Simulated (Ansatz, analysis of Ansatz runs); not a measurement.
# V_O (site 1) in monolayer Cu2SO4: energy, spin and levels, part 2 of 3

We look for the structure, spin, formation energy and gap states of neutral V_O (site 1) in monolayer Cu2SO4. Model: a cell of 42 host atoms with 1 O taken out.

Ansatz 0.2.0; plane-wave PAW DFT, LDA; supercells relaxed in a periodic cell with vacuum, the primitive cell and the final single points with the Coulomb interaction cut along the normal.

So far, gap on the k-mesh (eV): step 4 (band edges against the vacuum level) 2.28.

### 5. Relaxing the neutral defect

Level of this step: plane-wave PAW DFT, LDA, fully periodic cell with vacuum; relaxation of a defect in a monolayer at fixed charge, a uniform background where charged (Ansatz).

Atoms start from random displacements, so no symmetry is imposed. The relaxation runs in a plain periodic cell, 16 Å high against 30 Å with the cut-off, with 14 Å between the perfect sheet and its image; that is cheaper, but a defect with a dipole feels the field of its images there. Several total moments are run in turn (0 without spin polarisation, the others held), because an open shell can settle in more than one spin state.

File q0.relax/input.yaml:

```yaml
crystal:
  lattice:
    - [11.34096494, 0.16553137, 0.0]
    - [-4.99980117, 11.8004103, 0.0]
    - [0.0, 0.0, 16.0]
  atoms:
    - { symbol: Cu, position: [0.0, 0.0, 0.54435446] }
    - { symbol: Cu, position: [0.0, 0.16666667, 0.45564554] }
    - { symbol: S, position: [0.25, 0.16666667, 0.5] }
    - { symbol: O, position: [0.16971881, 0.07418303, 0.55512063] }
    - { symbol: O, position: [0.33028119, 0.12770383, 0.44487937] }
    - { symbol: O, position: [0.33028119, 0.2591503, 0.55512063] }
    - { symbol: O, position: [0.16971881, 0.20562951, 0.44487937] }
    - { symbol: Cu, position: [0.0, 0.33333333, 0.54435446] }
    - { symbol: Cu, position: [0.0, 0.5, 0.45564554] }
    - { symbol: S, position: [0.25, 0.5, 0.5] }
    - { symbol: O, position: [0.16971881, 0.40751636, 0.55512063] }
    - { symbol: O, position: [0.33028119, 0.59248364, 0.55512063] }
    - { symbol: O, position: [0.16971881, 0.53896284, 0.44487937] }
    - { symbol: Cu, position: [0.0, 0.66666667, 0.54435446] }
    - { symbol: Cu, position: [0.0, 0.83333333, 0.45564554] }
    - { symbol: S, position: [0.25, 0.83333333, 0.5] }
    - { symbol: O, position: [0.16971881, 0.7408497, 0.55512063] }
    - { symbol: O, position: [0.33028119, 0.79437049, 0.44487937] }
    - { symbol: O, position: [0.33028119, 0.92581697, 0.55512063] }
    - { symbol: O, position: [0.16971881, 0.87229617, 0.44487937] }
    - { symbol: Cu, position: [0.5, 0.0, 0.54435446] }
    - { symbol: Cu, position: [0.5, 0.16666667, 0.45564554] }
    - { symbol: S, position: [0.75, 0.16666667, 0.5] }
    - { symbol: O, position: [0.66971881, 0.07418303, 0.55512063] }
    - { symbol: O, position: [0.83028119, 0.12770383, 0.44487937] }
    - { symbol: O, position: [0.83028119, 0.2591503, 0.55512063] }
    - { symbol: O, position: [0.66971881, 0.20562951, 0.44487937] }
    - { symbol: Cu, position: [0.5, 0.33333333, 0.54435446] }
    - { symbol: Cu, position: [0.5, 0.5, 0.45564554] }
    - { symbol: S, position: [0.75, 0.5, 0.5] }
    - { symbol: O, position: [0.66971881, 0.40751636, 0.55512063] }
    - { symbol: O, position: [0.83028119, 0.46103716, 0.44487937] }
    - { symbol: O, position: [0.83028119, 0.59248364, 0.55512063] }
    - { symbol: O, position: [0.66971881, 0.53896284, 0.44487937] }
    - { symbol: Cu, position: [0.5, 0.66666667, 0.54435446] }
    - { symbol: Cu, position: [0.5, 0.83333333, 0.45564554] }
    - { symbol: S, position: [0.75, 0.83333333, 0.5] }
    - { symbol: O, position: [0.66971881, 0.7408497, 0.55512063] }
    - { symbol: O, position: [0.83028119, 0.79437049, 0.44487937] }
    - { symbol: O, position: [0.83028119, 0.92581697, 0.55512063] }
    - { symbol: O, position: [0.66971881, 0.87229617, 0.44487937] }
basis:
  ecutwfc: 420
  xc_grid: 2
hamiltonian:
  xc: lda
kpoints:
  mp_grid: { grid: [2, 1, 1] }
scf:
  occupations: { method: fixed }
  max_iter: 100
output:
  forces: true
relax:
  f_tol: 0.02
  max_steps: 80
  random_displacement: { amplitude: 0.05, seed: 8859 }
```

On the command line:

```sh
$ ansatz run input.yaml --threads 4 --pin off --max-ram 10362MiB --backend cpu --events-out ev --progress --plain --runs-dir out
```

Numbers of over 12 decimals in the logs are rounded to 6 here.

What it wrote:

```text
[...]
Crystal: 41 atoms, lattice volume = 2154.491 Å³
Basis set: ecut = 420 eV, 42109 PW (Γ), exchange–correlation on 160×180×216 points (8 copies of the dense FFT grid, shifted against one another)
Bands: 242, of which v1, the nominal top of the filled ones, is band 201 counted from 1 (200 counted from 0)
Symmetry: 1 space group operations
k-points: 2
[...]
SCF iter   1: F=—  HF=-96627.816016 eV  |F-HF|=—  |Δ(HF+E_count)|=         —  Δρ=7.11e-3  dr2=9.35e-1  ethr=1.77e-3  ⟨swp⟩=5.0  Hψ=2066  notcnv=0  defer=77
[...]
SCF iter   9: F=-96627.521933 eV  HF=-96627.521930 eV  |F-HF|=2.45e-6  |Δ(HF+E_count)|=   2.44e-6  Δρ=1.39e-5  dr2=3.35e-6  ethr=2.49e-9  ⟨swp⟩=5.0  Hψ=1543  notcnv=0
SCF 1 converged in 9 iterations: F = -96627.521933 eV  dr2 = 3.35e-6
[...]
relax step   1: F+E_penalty+E_count = -96627.52193270 eV  Δ(F+E_penalty+E_count) = +0.000e0 eV  max|allowed force component| = 5.431e0 eV/Å  Δτ_max = 0.0000 Å  (9 SCF iters, dr2 threshold 1.00e-5 eV, accepted)
[...]
relax step   2: F+E_penalty+E_count = -96628.59917436 eV  Δ(F+E_penalty+E_count) = -1.077e0 eV  max|allowed force component| = 3.624e0 eV/Å  Δτ_max = 0.1929 Å  (8 SCF iters, dr2 threshold 1.00e-4 eV, accepted)
relax step   3: F+E_penalty+E_count = -96629.45197929 eV  Δ(F+E_penalty+E_count) = -8.528e-1 eV  max|allowed force component| = 6.447e-1 eV/Å  Δτ_max = 0.1947 Å  (7 SCF iters, dr2 threshold 1.00e-4 eV, accepted)
relax step   4: F+E_penalty+E_count = -96629.53927570 eV  Δ(F+E_penalty+E_count) = -8.730e-2 eV  max|allowed force component| = 3.805e-1 eV/Å  Δτ_max = 0.1871 Å  (9 SCF iters, dr2 threshold 2.60e-5 eV, accepted)
relax step   5: F+E_penalty+E_count = -96629.59698972 eV  Δ(F+E_penalty+E_count) = -5.771e-2 eV  max|allowed force component| = 1.320e-1 eV/Å  Δτ_max = 0.1271 Å  (9 SCF iters, dr2 threshold 9.05e-6 eV, accepted)
relax step   6: F+E_penalty+E_count = -96629.60326380 eV  Δ(F+E_penalty+E_count) = -6.274e-3 eV  max|allowed force component| = 9.470e-2 eV/Å  Δτ_max = 0.0378 Å  (8 SCF iters, dr2 threshold 2.10e-6 eV, accepted)
relax step   7: F+E_penalty+E_count = -96629.60421542 eV  Δ(F+E_penalty+E_count) = -9.516e-4 eV  max|allowed force component| = 2.604e-2 eV/Å  Δτ_max = 0.0137 Å  (7 SCF iters, dr2 threshold 1.08e-6 eV, accepted)
[...]
relax step   8: F+E_penalty+E_count = -96629.60443039 eV  Δ(F+E_penalty+E_count) = -2.150e-4 eV  max|allowed force component| = 2.786e-3 eV/Å  Δτ_max = 0.0080 Å  (8 SCF iters, accepted)
SCF converged after 8 iterations
Free energy (F): -96629.604430 eV
[...]
Internal energy: -96629.604430 eV  (E = F + TS)
E sigma→0 (E₀):  -96629.604430 eV
Fermi energy:    -2.715394 eV
[...]
--- Forces (eV/Å), atoms counted from 1 ---
  atom   1  Cu    -0.00016184    -0.00038394    -0.00098960
  atom   2  Cu     0.00092283    -0.00069370    -0.00028523
  [... 3 atoms left out ...]
  atom   6  O      0.00021767     0.00063999    -0.00062766
  atom   7  O      0.00021524     0.00204242     0.00024799
  [... 2 atoms left out ...]
  atom  10  S      0.00097747    -0.00278469    -0.00182052
  atom  11  O     -0.00073131     0.00127894     0.00047681
  atom  12  O     -0.00146699     0.00066135     0.00219587
  atom  13  O     -0.00043407    -0.00070706     0.00121058
  [... 14 atoms left out ...]
  atom  28  Cu    -0.00009135     0.00019949     0.00081770
  atom  29  Cu     0.00054947    -0.00232947     0.00101950
  [... 4 atoms left out ...]
  atom  34  O      0.00122962     0.00055109    -0.00084866
  atom  35  Cu     0.00040099     0.00254588     0.00066430
  [... 6 atoms left out ...]
  max |Σ_I F_I| component: 3.68e-5 eV/Å
--- Relaxed structure (8 steps of the walk, 8 accepted, 0 SCFs on fresh bases) ---
  F+E_penalty+E_count = -96629.60443039 eV   max|allowed force component| = 2.786e-3 eV/Å
  atoms:
    - { symbol: Cu, position: [-0.000329, 0.001262, 0.541080] }
    - { symbol: Cu, position: [0.005897, 0.169458, 0.453803] }
    [... 3 atoms left out ...]
    - { symbol: O, position: [0.333736, 0.255727, 0.555597] }
    - { symbol: O, position: [0.176745, 0.207818, 0.442743] }
    [... 2 atoms left out ...]
    - { symbol: S, position: [0.268249, 0.493105, 0.502316] }
    - { symbol: O, position: [0.185354, 0.398113, 0.557560] }
    - { symbol: O, position: [0.324818, 0.595522, 0.559735] }
    - { symbol: O, position: [0.176799, 0.516675, 0.443167] }
    [... 14 atoms left out ...]
    - { symbol: Cu, position: [0.503568, 0.330798, 0.548409] }
    - { symbol: Cu, position: [0.464955, 0.494255, 0.475097] }
    [... 4 atoms left out ...]
    - { symbol: O, position: [0.642711, 0.523708, 0.451370] }
    - { symbol: Cu, position: [0.493903, 0.672563, 0.550620] }
    [... 6 atoms left out ...]
```

It took 2.2 min on 4 threads of Arm Neoverse V2, shared host; peak memory 4.4 GiB.

In the next tables energies count from the displaced start, and moves from the positions in the input.

Step by step:

```csv
step,energy less that of the first step (eV),largest force component (eV/Å)
1,0.0000,5.4307
2,-1.0772,3.6244
3,-1.9300,0.6447
4,-2.0173,0.3805
5,-2.0751,0.1320
6,-2.0813,0.0947
7,-2.0823,0.0260
8,-2.0825,0.0028
```

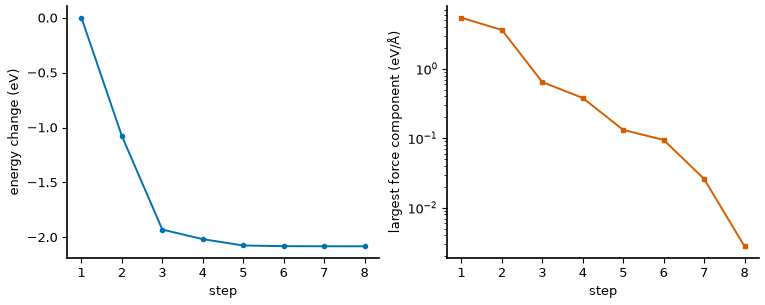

Energy and largest force along the relaxation.

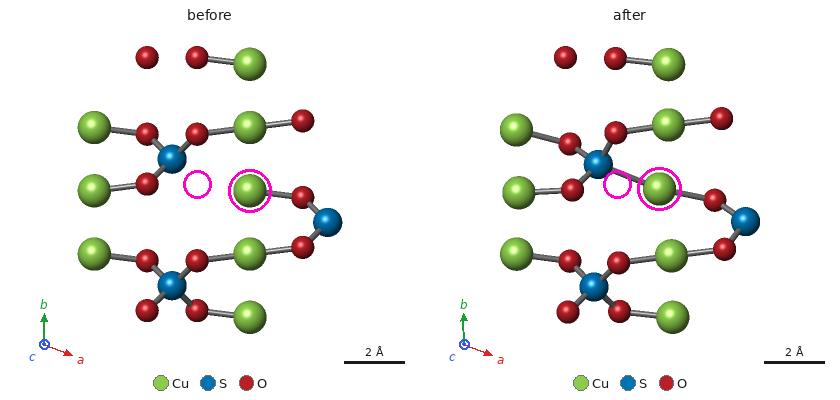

Before and after: the atoms that start within 5 Å of the centre. Cu29, which moves most, is ringed if it is among them. A ring with no atom in it marks the empty centre. Bonds to atoms that aren't drawn are left out.

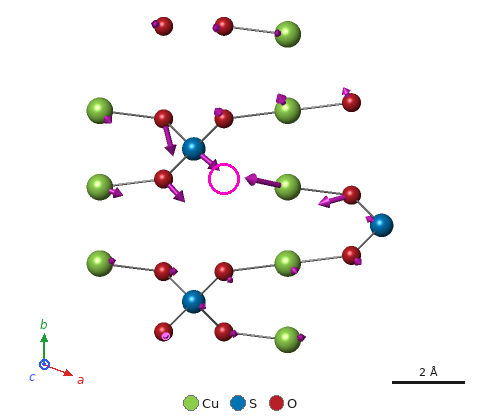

Displacements in the relaxation from the typed sites near the centre, exaggerated, the mean shift taken out; the longest in the cell stands for 0.48 Å. A ring marks the centre wherever it is empty. Bonds to atoms that aren't drawn are left out.

The atoms that moved most (Å, from the sites as typed, ahead of the random displacement, the mean shift of all atoms taken out):

| atom | dx | dy | dz | length |
| --- | --- | --- | --- | --- |
| Cu29 | -0.365 | -0.069 | 0.309 | 0.483 |
| O13 | 0.195 | -0.257 | -0.030 | 0.324 |
| O34 | -0.227 | -0.180 | 0.102 | 0.307 |
| S10 | 0.245 | -0.074 | 0.035 | 0.258 |
| O11 | 0.228 | -0.104 | 0.037 | 0.253 |
| O33 | -0.164 | 0.082 | -0.046 | 0.189 |
| Cu8 | 0.151 | 0.008 | 0.040 | 0.156 |
| Cu35 | -0.095 | 0.073 | 0.098 | 0.155 |

The atoms nearest to the centre after the run:

| atom | distance (Å) |
| --- | --- |
| S10 | 1.314 |
| Cu29 | 1.503 |
| O13 | 2.115 |
| O11 | 2.367 |
| O12 | 2.536 |
| O7 | 3.051 |
| Cu35 | 3.141 |
| O6 | 3.184 |

All neutral relaxations:

```
moment (μB)  filling    outcome  structures computed  largest displacement from the input (Å)  added thickness (Å)     time
          0    fixed  converged                    8                                     0.48                 0.13  2.2 min
          2  smeared  converged                   12                                     0.36                 0.39   11 min
```

With the common shift of the atoms taken out, the largest displacement is 0.48 Å, and the sheet with its defect is 0.13 Å thicker than the perfect one.

### 6. Energies and states on the vacuum scale

Single points with the cut-off give energies without the images along the normal, and levels against the vacuum; the images in the plane remain.

The cell differs from the one that the last finished run ended in (c 16.000 → 30.000 Å).

File q0.point.lda/input.yaml:

```yaml
crystal:
  lattice:
    - [11.34096494, 0.16553137, 0.0]
    - [-4.99980117, 11.8004103, 0.0]
    - [0.0, 0.0, 30.0]
  atoms:
    - { symbol: Cu, position: [-0.00032859, 0.00126187, 0.52190918] }
    - { symbol: Cu, position: [0.00589659, 0.16945752, 0.47536149] }
[... 4 atom lines left out ...]
    - { symbol: O, position: [0.17674506, 0.20781754, 0.46946293] }
[... 2 atom lines left out ...]
    - { symbol: S, position: [0.26824946, 0.4931049, 0.50123543] }
    - { symbol: O, position: [0.18535418, 0.39811254, 0.53069882] }
    - { symbol: O, position: [0.32481751, 0.59552225, 0.53185859] }
    - { symbol: O, position: [0.17679907, 0.51667538, 0.46968908] }
[... 15 atom lines left out ...]
    - { symbol: Cu, position: [0.46495506, 0.49425479, 0.48671823] }
[... 11 atom lines left out ...]
    - { symbol: O, position: [0.66515007, 0.87394401, 0.47028921] }
  periodic: [true, true, false]
basis:
  ecutwfc: 420
  xc_grid: 2
hamiltonian:
  xc: lda
kpoints:
  mp_grid: { grid: [2, 1, 1] }
scf:
  occupations: { method: fixed }
  max_iter: 100
output:
  forces: true
  eigenvalues: true
  eigenstates: { localisation: true }
  populations: true
  band_densities: [{ bands: [v1, v1] }, { bands: [c1, c1] }]
  dos: { e_range: [-4, 4], de: 0.05, method: smearing }
  write_density: true
  write_potential: true
  volumetric_format: npy
checkpoint:
  write: "../q0.point.lda.run"
  compress: false
  write_wavefunctions: false
  write_every: 100000
```

What it wrote:

```text
[...]
Crystal: 41 atoms, lattice volume = 4039.670 Å³
Basis set: ecut = 420 eV, 78933 PW (Γ), exchange–correlation on 160×180×432 points (8 copies of the dense FFT grid, shifted against one another)
Bands: 242, of which v1, the nominal top of the filled ones, is band 201 counted from 1 (200 counted from 0)
Symmetry: 1 space group operations
[...]
k-points: 2
[...]
SCF iter   1: F=—  HF=-96629.910369 eV  |F-HF|=—  |Δ(HF+E_count)|=         —  Δρ=5.22e-3  dr2=9.58e-1  ethr=1.77e-3  ⟨swp⟩=6.5  Hψ=2176  notcnv=0  defer=76
[...]
SCF iter  12: F=-96629.602433 eV  HF=-96629.602432 eV  |F-HF|=2.37e-7  |Δ(HF+E_count)|=   4.50e-7  Δρ=1.43e-6  dr2=7.44e-8  ethr=2.49e-11  ⟨swp⟩=53.5  Hψ=6888  notcnv=0
SCF 1 converged in 12 iterations: F = -96629.602433 eV  dr2 = 7.44e-8
[...]
SCF converged after 12 iterations
the last check of whether an eigenvalue changes by more than its tolerance under the output density was not made (no_room)
Free energy (F): -96629.602433 eV
[...]
Internal energy: -96629.602433 eV  (E = F + TS)
E sigma→0 (E₀):  -96629.602433 eV
Fermi energy:    -5.773064 eV
[...]
--- Forces (eV/Å), atoms counted from 1 ---
  atom   1  Cu    -0.00015414    -0.00039162    -0.00035330
  atom   2  Cu     0.00091631    -0.00066493     0.00036973
  [... 3 atoms left out ...]
  atom   6  O      0.00020229     0.00018264    -0.00183619
  atom   7  O     -0.00020995     0.00236219    -0.00103700
  [... 2 atoms left out ...]
  atom  10  S      0.00160680    -0.00295913     0.00061369
  atom  11  O     -0.00067952     0.00177028    -0.00073265
  atom  12  O     -0.00118818     0.00009783     0.00097004
  atom  13  O     -0.00122633    -0.00044269    -0.00016986
  [... 14 atoms left out ...]
  atom  28  Cu    -0.00018722     0.00022704     0.00160280
  atom  29  Cu     0.00039784    -0.00238069     0.00167169
  [... 4 atoms left out ...]
  atom  34  O      0.00095640     0.00079619    -0.00185569
  atom  35  Cu     0.00037414     0.00240459     0.00132399
  [... 6 atoms left out ...]
  max |Σ_I F_I| component: 8.23e-5 eV/Å
--- Band table (eV) ---
[...]
° read free of the cell's end (the report's vacuum.weakly_bound_levels)
[...]
--- Löwdin populations: 41 sites ---
  site symbol       q [e]
     0     Cu     18.3819
     1     Cu     18.3833
  [... 3 atoms left out ...]
     5      O      6.7494
     6      O      6.7543
  [... 2 atoms left out ...]
     9      S      4.2238
    10      O      6.7395
    11      O      6.7459
    12      O      6.7469
  [... 14 atoms left out ...]
    27     Cu     18.3719
    28     Cu     18.4931
  [... 4 atoms left out ...]
    33      O      6.7693
    34     Cu     18.3748
  [... 6 atoms left out ...]
  spilling = 0.010552 (of n_electrons = 402.000000)
--- Band densities, each state counted as filled ---
  window                                       electrons  max residual (eV)  cut levels
  bands: [v1, v1]                               2.000000             1.2e-9           0
  bands: [c1, c1]                               2.000000             2.9e-4           0
```

It took 91 s on 4 threads; peak memory 8 GiB; 5.9 min of CPU time.

With the cut-off the largest force on the relaxed structure is 0.006 eV/Å, so the structure stays at rest.

(Part 2 of 3 ends here.)

[Logs are printed without paths, hosts, clocks, repeated set-up lines and the standing remarks that a program may print on its own settings, such as how far it seeks lower states.]

[Hosts, paths, dates, database ids (printed as entryN), source tags and the programs' standing remarks are cut or masked in the printed files.]

[Maps of the electrostatic potential energy from Ansatz leave out the sawtooth potential of an applied field or a dipole correction, so their vacuum need not be flat.]
